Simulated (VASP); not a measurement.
Band structure of NiAl (CsCl type). Calculation: PBE GGA, VASP's PBE PAW potentials (set 64) (plane waves; VASP 6.6.1).

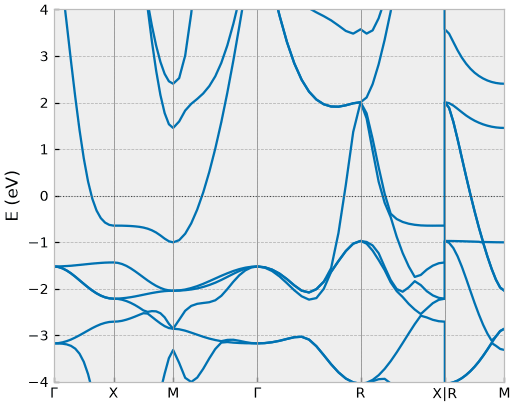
Bands along high-symmetry lines, zero at the valence-band maximum or, without a gap, the Fermi level

### Question
Read the plot: is there a gap, and where are the band edges?

### Answer
It has no gap at this level: it comes out as a metal or semimetal. (Edges off the drawn lines would not show.)

The compound is NiAl in the CsCl type structure. It was relaxed first. The run is not spin-polarised, so no magnetic state was tried. The electron count is odd and the run is not spin-polarised, which forces a metal.
